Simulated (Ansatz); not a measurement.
# H₅NOSi (SMILES N[SiH2]O): what the fields show

```xyz
8

N    -1.8863   -0.8393   -2.4272
O     0.1527   -1.8762   -0.8051
Si   -1.4888   -1.5937   -0.9400
H    -1.5442    0.0916   -2.6375
H    -1.9477   -1.3999   -3.2693
H    -2.2498   -2.8784   -0.9033
H    -1.9122   -0.7061    0.1874
H     0.4899   -2.0596    0.0765
```

Geometry: PBE0-D3(BJ)/def2-SVP.

Theory: isolated molecule in a Gaussian basis; Kohn-Sham density functional theory, functional PBE0 in Ansatz 0.2.0.

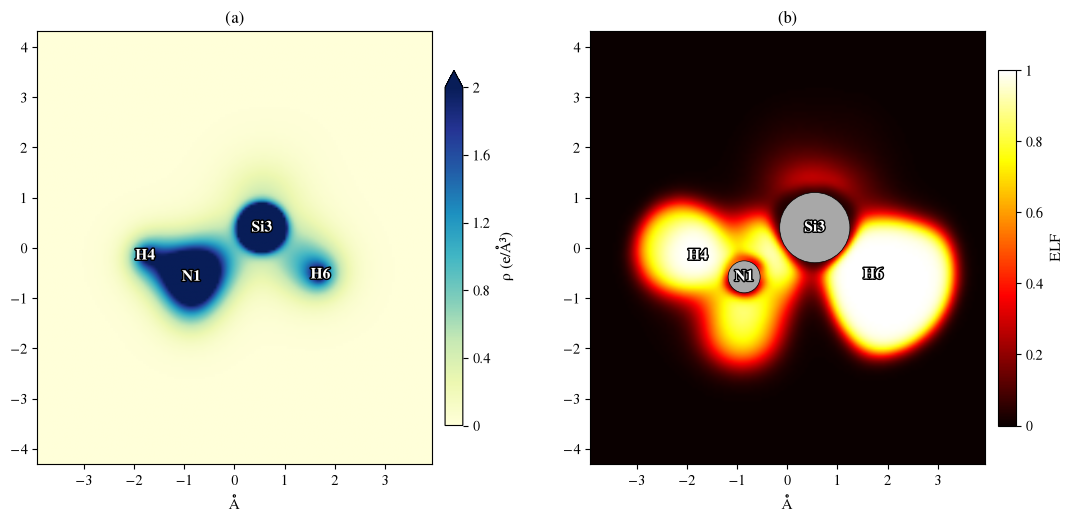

Figure 1. (a) electron density; (b) electron localisation function on the plane of atoms N1, Si3 and H6. Grey discs cover the atomic cores in the ELF map.

Q: What does the map show?

A:
- The plane passes through N, Si and H nuclei.
- Si–N (1.71 Å): ρ at the midpoint is about 1.1 e/Å³; the ELF peaks at about 0.90 between the atoms; a polar covalent bond.
- N–H (1.01 Å): ρ at the midpoint is about 2.8 e/Å³; the ELF climbs to about 1 towards the hydrogen, as it does in any bond to H: an ordinary covalent bond to hydrogen.
- Si–H (1.49 Å): the density is about 0.82 e/Å³ at the midpoint; the ELF climbs to about 1 towards the hydrogen.

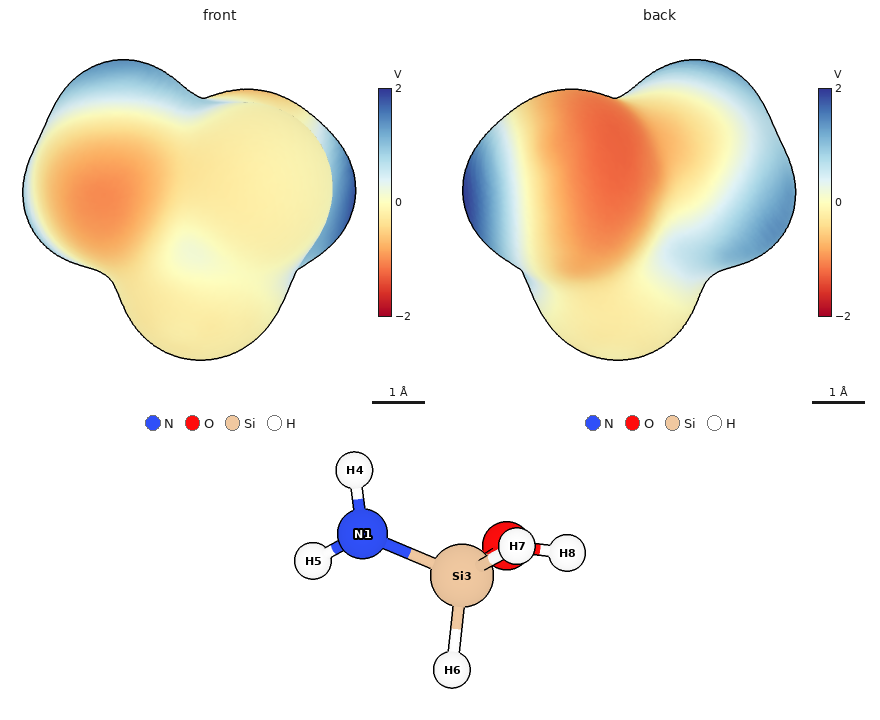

Figure 2. The electrostatic potential painted on the density surface at 0.001 e/bohr³, seen from the front and from behind; red is negative and blue positive. The bare structure is drawn below in the same view.

Q: Which sites attract a positive test charge, and which a negative one?

A: A positive charge is drawn to the negative regions and a negative charge to the positive ones. The most negative region (about −1.2 V, or −28 kcal/mol for a unit charge) lies over O2, the most positive (about +1.9 V, or +44 kcal/mol for a unit charge) over H8. O2 is the likeliest acceptor of a hydrogen bond.

Q: What dipole moment does the calculation give?

A: Its dipole moment is 0.38 D.

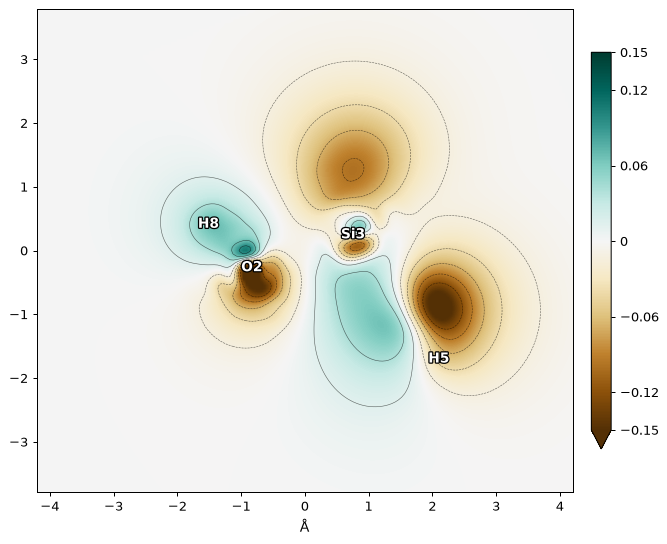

Figure 3. The HOMO−1 on the plane of atoms Si3, O2 and H8 (values in Å⁻³ᐟ²; the overall sign is arbitrary).

Q: Describe this orbital and give its energy.

A: By Hirshfeld shares it lies mainly on O2 (about 40 %), Si3 (about 20 %), H6 (about 20 %) and H7 (about 15 %). Its energy is −8.53 eV.
